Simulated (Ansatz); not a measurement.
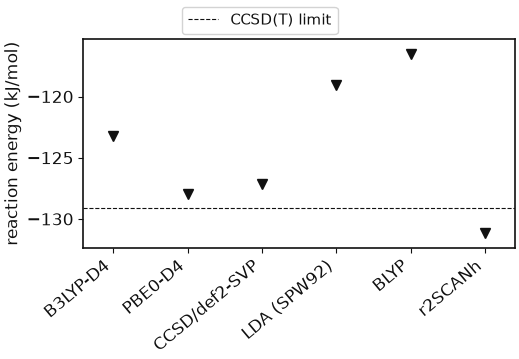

Electronic reaction energy of C₂H₆Zn (C[CH2][ZnH]) + BH₃S (BS) → ZnBH₃S (B[S][ZnH]) + C₂H₆ (CC) (SMILES in brackets) at several levels (functionals in def2-TZVPP unless a basis is named), isolated molecules at PBE0-D4 triple-zeta geometries, minima by their frequencies, no zero-point or thermal terms, the Ansatz code 0.2.0. The line is frozen-core CCSD(T) at the basis limit (MP2 extrapolated from triple and quadruple zeta, plus CCSD(T) less MP2 in a smaller set). Choice of cores on heavy atoms: Zn/Cu 3s3p. No dispersion term is added to BLYP and r2SCANh. The distance of CCSD/def2-SVP to the limit includes basis error. The limit lies 4.5 kJ/mol from CCSD(T)/def2-TZVPP, so the line itself is uncertain by a part of that.

### What do zero-point energy and temperature add?

Zero-point change 7.2 kJ/mol; at 298.15 K and 1 bar the CCSD(T) limit plus thermal terms gives an enthalpy of reaction of −121.2 and a free energy of −118.6 kJ/mol (harmonic PBE0-D4 modes, ideal gas).

### Give the values.

```
        level  kJ/mol  less CCSD(T) limit
     B3LYP-D4  −123.2                 5.9
      PBE0-D4  −128.0                 1.1
CCSD/def2-SVP  −127.1                 1.9
  LDA (SPW92)  −119.1                10.0
         BLYP  −116.5                12.6
      r2SCANh  −131.2                −2.1
CCSD(T) limit  −129.1                 0.0
```

Caveats: no scalar relativity up to krypton.
